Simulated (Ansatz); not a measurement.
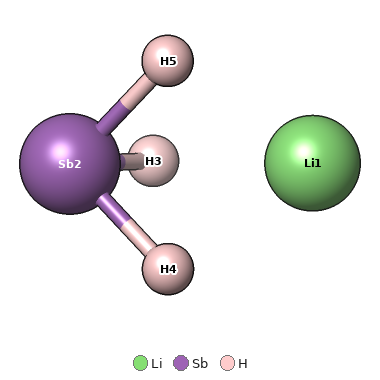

The system is the pair Li···H₃Sb, charge +1; the picture shows the reference structure. First axis: separation of Sb2 and Li1 along their line in the relaxed pair. Second axis: sideways slip of Li1. Nothing is relaxed (both partners rigid). The grid has 15 × 15 points. Points are written as (first, second). All energies are given in kJ/mol relative to the lowest grid point. These are results of Ansatz 0.2.0, RKS PBE0-D4/def2-TZVPD, not measurements.

Its coordinates:

```xyz
5

Li   -0.6583   -0.0262   -1.4394
Sb    0.4959    0.0206    1.0856
H     1.1372   -0.6891   -0.3631
H     0.0495    1.3736    0.0934
H    -1.0244   -0.6788    0.6236
```

Range: separation of Sb2 and Li1 along their line in the relaxed pair from 2.332 to 3.732 Å; sideways slip of Li1 from −1.500 to 1.500 Å.

Predict the map.

The lowest grid point is at (2.760 Å, 0.000 Å). It is the only kind of minimum in the scanned range. The highest grid point, (2.332 Å, −1.286 Å), lies 66.1 kJ/mol above the lowest. Round the minimum the two coordinates are nearly uncoupled.

| second ↓, first → | 2.332 | 2.367 | 2.424 | 2.494 | 2.575 | 2.664 | 2.760 | 2.863 | 2.972 | 3.087 | 3.206 | 3.331 | 3.461 | 3.594 | 3.732 |
| --- | --- | --- | --- | --- | --- | --- | --- | --- | --- | --- | --- | --- | --- | --- | --- |
| 1.500 | 18.2 | 15.7 | 12.5 | 9.9 | 8.5 | 8.5 | 9.8 | 12.3 | 14.8 | 16.0 | 19.8 | 25.0 | 30.6 | 36.1 | 41.5 |
| 1.286 | 23.9 | 20.0 | 15.0 | 10.6 | 7.6 | 6.4 | 6.9 | 8.9 | 11.9 | 14.0 | 16.3 | 21.4 | 27.1 | 32.9 | 38.6 |
| 1.071 | 29.8 | 24.7 | 17.9 | 11.8 | 7.4 | 5.0 | 4.7 | 6.2 | 9.1 | 12.3 | 14.1 | 18.4 | 24.2 | 30.2 | 36.1 |
| 0.857 | 34.1 | 28.1 | 20.1 | 12.8 | 7.3 | 4.0 | 3.1 | 4.2 | 6.9 | 10.4 | 12.7 | 16.3 | 22.0 | 28.1 | 34.2 |
| 0.643 | 36.2 | 29.7 | 21.0 | 13.0 | 6.9 | 3.2 | 1.9 | 2.7 | 5.2 | 8.8 | 11.7 | 15.0 | 20.4 | 26.5 | 32.7 |
| 0.429 | 36.4 | 29.8 | 20.8 | 12.7 | 6.3 | 2.4 | 0.9 | 1.6 | 4.1 | 7.7 | 10.9 | 14.2 | 19.4 | 25.5 | 31.7 |
| 0.214 | 35.8 | 29.0 | 20.1 | 12.0 | 5.7 | 1.8 | 0.2 | 0.9 | 3.4 | 6.9 | 10.4 | 13.8 | 18.8 | 24.8 | 31.1 |
| 0.000 | 35.8 | 28.9 | 19.7 | 11.7 | 5.4 | 1.5 | 0.0 | 0.7 | 3.1 | 6.7 | 10.3 | 13.7 | 18.6 | 24.7 | 30.9 |
| −0.214 | 36.3 | 29.5 | 20.5 | 12.3 | 5.9 | 1.9 | 0.3 | 1.0 | 3.4 | 6.9 | 10.4 | 13.8 | 18.8 | 24.8 | 31.1 |
| −0.429 | 40.4 | 33.2 | 23.5 | 14.6 | 7.6 | 3.2 | 1.4 | 1.8 | 4.2 | 7.8 | 11.1 | 14.1 | 19.3 | 25.4 | 31.6 |
| −0.643 | 48.1 | 39.9 | 28.9 | 18.8 | 10.7 | 5.6 | 3.2 | 3.3 | 5.5 | 9.0 | 12.1 | 14.8 | 20.1 | 26.3 | 32.5 |
| −0.857 | 57.5 | 48.2 | 35.6 | 23.9 | 14.7 | 8.6 | 5.6 | 5.4 | 7.3 | 10.7 | 13.4 | 16.0 | 21.4 | 27.6 | 33.7 |
| −1.071 | 64.9 | 54.7 | 40.9 | 28.3 | 18.2 | 11.6 | 8.2 | 7.7 | 9.4 | 12.7 | 14.9 | 17.6 | 23.2 | 29.3 | 35.4 |
| −1.286 | 66.1 | 56.0 | 42.4 | 30.0 | 20.2 | 13.7 | 10.5 | 10.1 | 11.9 | 15.0 | 16.3 | 19.8 | 25.5 | 31.5 | 37.4 |
| −1.500 | 59.4 | 50.7 | 39.0 | 28.4 | 20.1 | 14.8 | 12.4 | 12.5 | 14.6 | 17.2 | 18.2 | 22.6 | 28.3 | 34.1 | 39.9 |

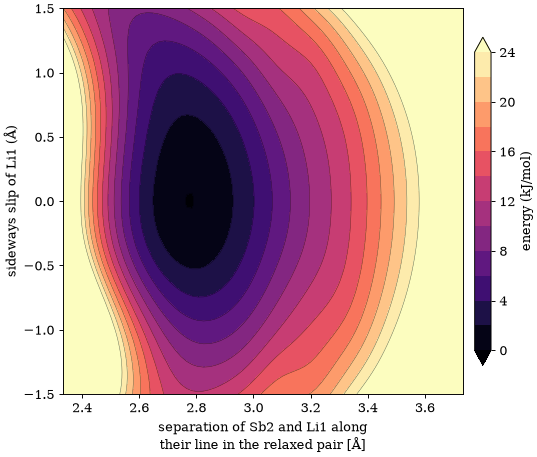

In the figure: filled contours, one colour for all values above the top of the scale. Between grid points the surface is interpolated.

Time for the 225 points that were run: 7.7 min on 1 thread of Arm Neoverse V2, with other jobs on the host.
